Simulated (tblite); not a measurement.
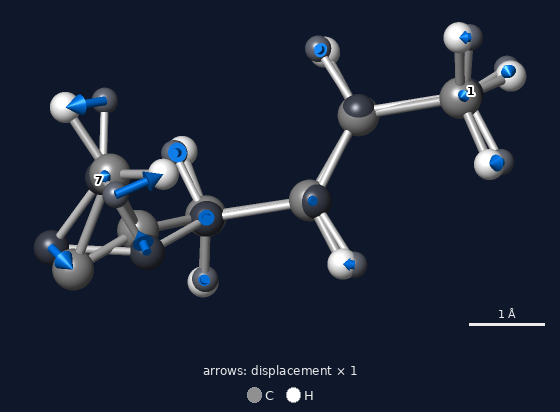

A relaxation of C7H9 (multiplicity 2). The starting structure is drawn faded, the final one solid; blue arrows show the displacements, at their true length. The two geometries are superimposed by the best rigid fit.

Style: ball-and-stick. Shown from a free direction.

Theory: GFN2-xTB geometry optimisation, gas phase in tblite 0.8.0. 

Q: What did the optimiser do to the structure, and how much energy did it gain?

A: The atom that moves furthest after the best rigid fit is an H atom (0.71 Å). Largest moves by element: H 0.71 Å, C 0.54 Å. Near-neighbour distances that change, for instance: C–C 1.508 → 1.588 Å, C–C 1.416 → 1.483 Å, C–C 1.498 → 1.464 Å, C–C 1.348 → 1.322 Å. Among the angles between lasting bonds that change: C–C–C 127.6° → 161.5°, C–C–C 120.6° → 137.4°, C–C–H 113.9° → 118.4°. Over 74 geometry steps the energy falls by 21.9 kcal/mol.
